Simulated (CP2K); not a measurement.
# CH4Cl2SSn (SMILES [CH3][Sn]([SH])([Cl])[Cl]): a first try and a second

Wanted: a single-point energy of CH4Cl2SSn, PM6.

The calculation is run with CP2K 2026.2.

1 further run of the same task is left out (set aside as unsound or not needed).

## 1. The molecule

CH4Cl2SSn has 9 atoms, charge 0, and is taken as a singlet. SMILES: `[CH3][Sn]([SH])([Cl])[Cl]`. The shape comes from a force field and isn't a relaxed structure. This is one conformer, not always the lowest.

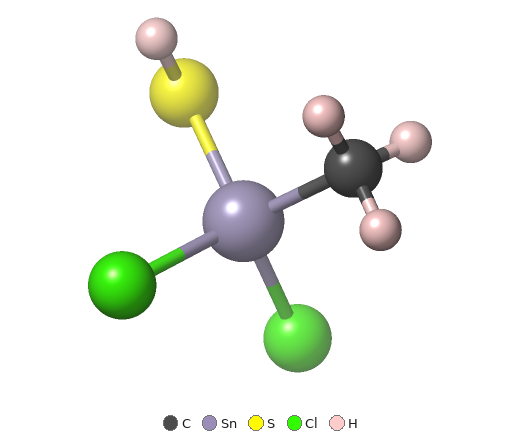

The structure, seen from a chosen angle (carbon dark grey, tin purple, sulfur yellow, chlorine green, hydrogen pink).

## 2. First attempt

Contents of molecule.inp:

```
&GLOBAL
  PROJECT_NAME molecule
  RUN_TYPE ENERGY
  PRINT_LEVEL MEDIUM
&END GLOBAL

&FORCE_EVAL
  METHOD Quickstep
  &DFT
    CHARGE 0
    MULTIPLICITY 1
    &QS
      METHOD GFN2
      EPS_DEFAULT 1.0E-10
      &SE
        &COULOMB
          CUTOFF [angstrom] 50
          RC_RANGE [angstrom] 0
        &END COULOMB
        &EXCHANGE
          CUTOFF [angstrom] 50
          RC_RANGE [angstrom] 0
        &END EXCHANGE
      &END SE
    &END QS
    &POISSON
      PERIODIC NONE
      POISSON_SOLVER ANALYTIC
    &END POISSON
    &SCF
      SCF_GUESS ATOMIC
      EPS_SCF 1.0E-07
      MAX_SCF 150
      ADDED_MOS 2
      &DIAGONALIZATION
        ALGORITHM STANDARD
      &END DIAGONALIZATION
      &MIXING
        METHOD DIRECT_P_MIXING
        ALPHA 0.4
      &END MIXING
    &END SCF
    &PRINT
      &MOMENTS
        PERIODIC F
        REFERENCE COM
        MAX_MOMENT 1
      &END MOMENTS
      &MO ON
        ENERGIES T
        OCCUPATION_NUMBERS T
        NDIGITS 6
        &EACH
          QS_SCF 0
        &END EACH
        ADD_LAST NUMERIC
      &END MO
      &HIRSHFELD OFF
      &END HIRSHFELD
    &END PRINT
  &END DFT
  &SUBSYS
    &CELL
      ABC [angstrom] 14.4 13.8 14.7
      PERIODIC NONE
    &END CELL
    &COORD
      UNIT bohr
      C     -2.4413372    -0.4932185     0.5799569
      Sn     1.0208301     0.4541012    -1.1650162
      S      4.2692693    -1.8687502     0.9259658
      Cl     1.0527664    -0.6623490    -5.4690564
      Cl     1.8237747     4.8091640    -0.8303457
      H     -2.9082885    -2.4335893     0.3813467
      H     -4.0026289     0.6699079    -0.3985432
      H     -2.4014640     0.1562804     2.5717283
      H      3.7541299    -0.7190408     3.3716494
    &END COORD
    &TOPOLOGY
      &CENTER_COORDINATES
      &END CENTER_COORDINATES
    &END TOPOLOGY
  &END SUBSYS
&END FORCE_EVAL
```

Command:

```sh
$ OMP_NUM_THREADS=1 cp2k.psmp molecule.inp > molecule.out
```

Standard output:

```text
*******************************************************************************
 *   ___                                                                       *
 *  /   \                                                                      *
 * [ABORT]                                                                     *
 *  \___/                   invalid value for enumeration:GFN2                 *
 *    |                                                                        *
 *  O/|                                                                        *
 * /| |                                                                        *
 * / \                                     input/input_enumeration_types.F:215 *
 *******************************************************************************

 ===== Routine Calling Stack =====

            6 val_create_parsing
            5 section_vals_parse
            4 section_vals_parse
            3 section_vals_parse
            2 section_vals_parse
            1 read_input

Program received signal SIGABRT: Process abort signal.

Backtrace for this error:
#0  0x5970f3f1f957 in ???
#1  0x5971147d4cac in __pthread_kill_implementation
#2  0x59711477bfb7 in raise
#3  0x597114765d37 in abort
#4  0x5970f45f2d83 in ???
#5  0x5970f45f4297 in ???
#6  0x5970f45f4497 in ???
#7  0x5970f475226f in ???
#8  0x5970f476183b in ???
#9  0x5970f476367b in ???
#10  0x5970f47638f7 in ???
#11  0x5970f47638f7 in ???
#12  0x5970f47638f7 in ???
#13  0x5970f4039807 in ???
#14  0x5970f48a4e8b in ???
#15  0x5970f48a9d0b in ???
#16  0x5970f3fc0db3 in ???
#17  0x5970f3fbef13 in ???
#18  0x597114766573 in __libc_start_call_main
#19  0x597114766657 in __libc_start_main_impl
#20  0x5970f3fbf06f in ???
#21  0xffffffffffffffff in ???
```

Run time: 0.18 s. Hardware: 1 thread of Arm Neoverse V2, shared host.

## 3. Reading the log

The input was rejected.

The log says `\___/                   invalid value for enumeration:GFN2`. The fault: the keyword for the method is given a word that it doesn't take.

## 4. The mended input

Contents of job.inp:

```
&FORCE_EVAL
 METHOD QS
 &DFT
  &QS
   METHOD PM6
   EPS_DEFAULT 1.0E-10
   &SE
    &COULOMB
     CUTOFF [angstrom] 50
     RC_RANGE [angstrom] 0
    &END COULOMB
    &EXCHANGE
     CUTOFF [angstrom] 50
     RC_RANGE [angstrom] 0
    &END EXCHANGE
   &END SE
  &END QS
  &POISSON
   PERIODIC NONE
   POISSON_SOLVER ANALYTIC
  &END POISSON
  # SCF settings
  &SCF
   SCF_GUESS ATOMIC
   EPS_SCF 1.0E-07
   MAX_SCF 150
   ADDED_MOS 2
   &DIAGONALIZATION
    ALGORITHM STANDARD
   &END DIAGONALIZATION
   &MIXING
    METHOD DIRECT_P_MIXING
    ALPHA 0.4
   &END MIXING
  &END SCF
  &PRINT
   &MOMENTS
    PERIODIC F
    REFERENCE COM
    MAX_MOMENT 1
   &END MOMENTS
   &MO ON
    ENERGIES T
    OCCUPATION_NUMBERS T
    NDIGITS 6
    &EACH
     QS_SCF 0
    &END EACH
    ADD_LAST NUMERIC
   &END MO
   &HIRSHFELD OFF
   &END HIRSHFELD
  &END PRINT
 &END DFT
 # structure
 &SUBSYS
  # box in angstrom
  &CELL
   ABC 14.4 13.8 14.7
   PERIODIC NONE
  &END CELL
  &COORD
   UNIT bohr
   C     -2.4413372    -0.4932185     0.5799569
   Sn     1.0208301     0.4541012    -1.1650162
   S      4.2692693    -1.8687502     0.9259658
   Cl     1.0527664    -0.6623490    -5.4690564
   Cl     1.8237747     4.8091640    -0.8303457
   H     -2.9082885    -2.4335893     0.3813467
   H     -4.0026289     0.6699079    -0.3985432
   H     -2.4014640     0.1562804     2.5717283
   H      3.7541299    -0.7190408     3.3716494
  &END COORD
  &TOPOLOGY
   &CENTER_COORDINATES
   &END CENTER_COORDINATES
  &END TOPOLOGY
 &END SUBSYS
&END FORCE_EVAL

&GLOBAL
 PROJECT_NAME job
 RUN_TYPE ENERGY
 PRINT_LEVEL MEDIUM
&END GLOBAL
```

Command:

```sh
$ OMP_NUM_THREADS=1 cp2k.psmp -i job.inp > job.out 2>&1
```

Standard output:

```text
CP2K| version string:                                       CP2K version 2026.2
[...]
 GLOBAL| Method name                                                        CP2K
[...]
 GLOBAL| Run type                                                         ENERGY
[...]
                             - Atoms:                                          9
[...]
                             - Spherical basis functions:                     39
[...]
 Number of electrons:                                                         32
[...]
     1 P_Mix/Diag. 0.40E+00    0.0     0.79900861       -29.6659917384 -2.97E+01
[...]
    29 DIIS/Diag.  0.65E-07    0.0     0.00000008       -34.4305741347 -1.42E-14
  *** SCF run converged in    29 steps ***
  Core-core repulsion energy [eV]:                           1825.50718847670828
  Core Hamiltonian energy [eV]:                             -1488.04530004645517
  Two-electron integral energy [eV]:                        -2548.73091522327377
  Electronic energy [eV]:                                   -2762.41075765809228
  Total energy [eV]:                                         -936.90356918138355
  Atomic reference energy [eV]:                               934.06302864261249
  Heat of formation [kcal/mol]:                               -65.50442615268199
[...]
 SE_DIPOLE| Moment [Debye]          2.44723217       0.71803919      -2.94710337
 SE_DIPOLE| Derivative [a.u.]       0.00000000       0.00000000       0.00000000
 ENERGY| Total FORCE_EVAL ( QS ) energy [hartree]            -34.430574134716288
[...]
```

Run time: 0.24 s. Hardware: 1 thread of Arm Neoverse V2, shared host.

## 5. What came out

At PM6:

| quantity | value |
| --- | --- |
| total energy | -34.43057 Eh |
| dipole moment | 3.90 D |
| HOMO energy | -10.04 eV |
| LUMO energy | -1.96 eV |
| HOMO–LUMO gap | 8.07 eV |
| heat of formation | -65.5 kcal/mol |
